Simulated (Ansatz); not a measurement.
BH3SF2: several calculations on one system

Part 1: Relaxation

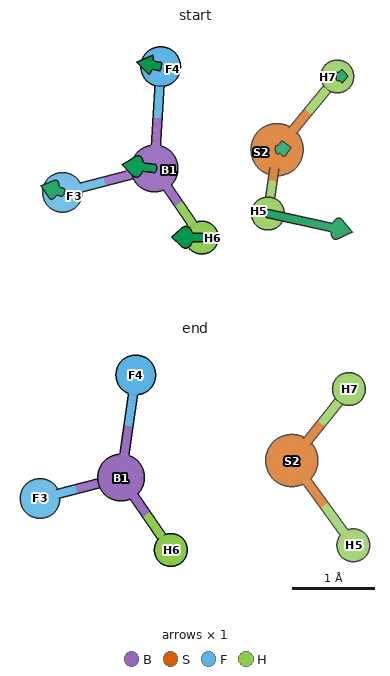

The structure of BH3SF2 (started from a transition state, displaced along its imaginary mode) before (top) and after (bottom) a relaxation, at one scale. The green arrows give the displacements, at their true length.

The picture is a ball-and-stick view, seen at a tilt.

Level of theory: RKS PBE0-D4/def2-TZVP in Ansatz 0.2.0. Settings: force threshold 0.005 eV/Å; at most 200 steps.

What changed between the two?

H5 moves most after the best rigid fit: 1.30 Å. By element the largest moves are H 1.30 Å, B 0.51 Å, F 0.34 Å, S 0.21 Å. Some distances before and after: B1–H5 1.635 → 3.410 Å, B1–S2 2.284 → 2.974 Å, B1–H6 1.126 → 1.192 Å, B1–F4 1.374 → 1.321 Å. Bond angles that change, for instance: F4–B1–H6 118.2° → 120.7°, F3–B1–H6 118.8° → 120.9°. The energy falls by 0.979 eV in 13 geometry steps. Largest force component: 3.1 eV/Å at the start, 0.0018 eV/Å at the end.

Part 2: Relaxation

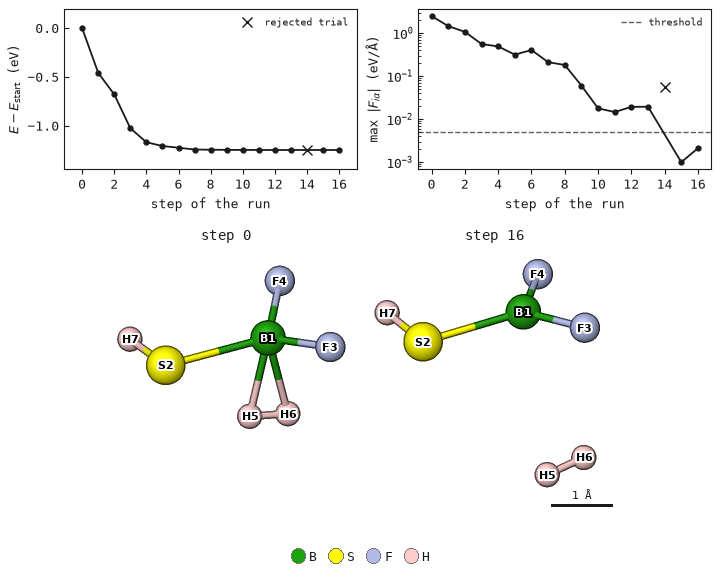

First and last geometry of a relaxation of BH₃SF₂ (started from a transition state, displaced along its imaginary mode), with the history of the run. Style: ball-and-stick. Shown from a free direction.

Theory: RKS PBE0-D4/def2-TZVP (Ansatz).

The input:
```yaml
crystal:
  periodic: [false, false, false]
  atoms:
    - {symbol: B, position_ang: [-0.494352, -0.087634, -0.218039]}
    - {symbol: S, position_ang: [1.116051, 0.404902, -0.959625]}
    - {symbol: F, position_ang: [-1.162331, -1.134675, -0.788443]}
    - {symbol: F, position_ang: [-1.279024, 0.815572, 0.440858]}
    - {symbol: H, position_ang: [0.542724, -0.617326, 0.644201]}
    - {symbol: H, position_ang: [0.018145, -0.856669, 1.043917]}
    - {symbol: H, position_ang: [1.258687, 1.476029, -0.162869]}
basis:
  gaussian: {orbitals: def2-TZVP}
hamiltonian: {xc: pbe0, dispersion: d4}
relax: {f_tol: 0.005, max_steps: 200}
```

Question: Read the history and describe the run.

Answer: It converged. Over 15 accepted moves (16 points after the start) the energy falls by 1.247 eV. The largest force component goes from 2.5 to 0.0021 eV/Å. The line search rejected the trial step at point 14 of the run. The atom that moves furthest after the best rigid fit is H5 (1.20 Å). Largest moves by element: H 1.20 Å, B 0.56 Å, S 0.48 Å, F 0.44 Å. Among the contacts that change: B1–H5 1.449 → 3.053 Å, S2–H5 1.986 → 3.552 Å, B1–H6 1.564 → 3.123 Å, B1–F3 1.367 → 1.318 Å. Bonds break, among them: B1–H5 (1.45 → 3.05 Å). Bond angles that change, for instance: F3–B1–F4 115.3° → 118.3°.

```
step  E − E(0), eV  largest force component, eV/Å      note
   0        0.0000                         2.5040          
   1       -0.4572                         1.4620          
   2       -0.6781                         1.0760          
   3       -1.0244                         0.5607          
   4       -1.1674                         0.4923          
   5       -1.2066                         0.3177          
   6       -1.2236                         0.4065          
   7       -1.2422                         0.2121          
   8       -1.2441                         0.1827          
   9       -1.2458                         0.0606          
  10       -1.2465                         0.0179          
  11       -1.2468                         0.0147          
  12       -1.2469                         0.0194          
  13       -1.2469                         0.0196          
  14       -1.2467                         0.0552  rejected
  15       -1.2469                         0.0010          
  16       -1.2469                         0.0021
```

Part 3: Reaction

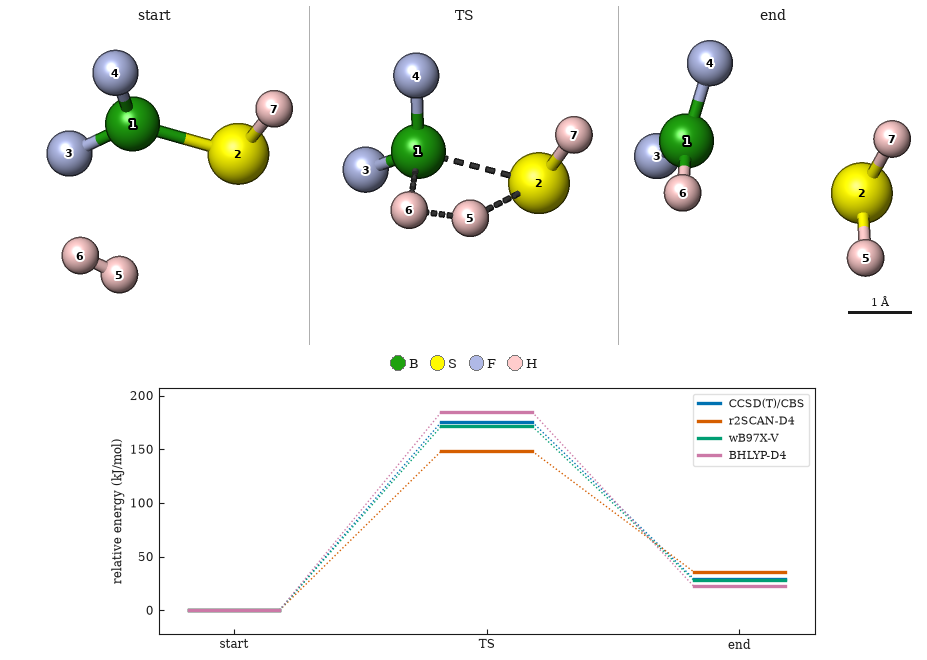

A reaction step of BH₃SF₂, with its energy diagram. A ball-and-stick model, seen face on. Dashed sticks mark bonds that form or break.

Stationary points at PBE0-D4/def2-TZVP, single-point energies with CCSD(T)/CBS, r2SCAN-D4, wB97X-V, BHLYP-D4 (def2-TZVPP where no basis is named; Ansatz 0.2.0). The energies are electronic, without zero-point or thermal terms, and both ends are the relaxed geometries reached downhill from the saddle, with any fragments still in contact. CCSD(T)/CBS stands for a frozen-core estimate: MP2 correlation extrapolated from def2-TZVPP and def2-QZVPP, CCSD(T) minus MP2 from the smaller set.

What happens, and what does it cost?

Counted by bonded pieces, the start holds BHSF₂ + H₂ and the end holds BHF₂ + H₂S. From the start over the saddle to the end, bonds form: B1–H6 (3.12 → 1.34 → 1.19 Å), S2–H5 (3.55 → 1.64 → 1.34 Å). Bonds break: B1–S2 (1.80 → 2.06 → 2.97 Å), H5–H6 (0.75 → 1.07 → 3.15 Å). The saddle has one imaginary mode, 1087i cm⁻¹. The end the end keeps a soft imaginary mode of 32i cm⁻¹, so it isn't quite a minimum. With CCSD(T)/CBS the barrier is 175.3 kJ/mol from the start and 146.1 kJ/mol from the end, and the end lies 29.2 kJ/mol above the start.

```tsv
level	barrier from the start (kJ/mol)	barrier from the end (kJ/mol)	the end less the start (kJ/mol)
CCSD(T)/CBS	175.3	146.1	29.2
r2SCAN-D4	148.2	112.5	35.7
wB97X-V	171.4	143.5	27.9
BHLYP-D4	184.6	162.5	22.1
```

Against CCSD(T)/CBS, wB97X-V comes closest on the barrier from the start (−4.0 kJ/mol) and r2SCAN-D4 misses most (−27.2 kJ/mol).

Limits of the set-up: the start holds two separate molecules, 3.1 Å apart at their closest, whose relative position is a soft coordinate.
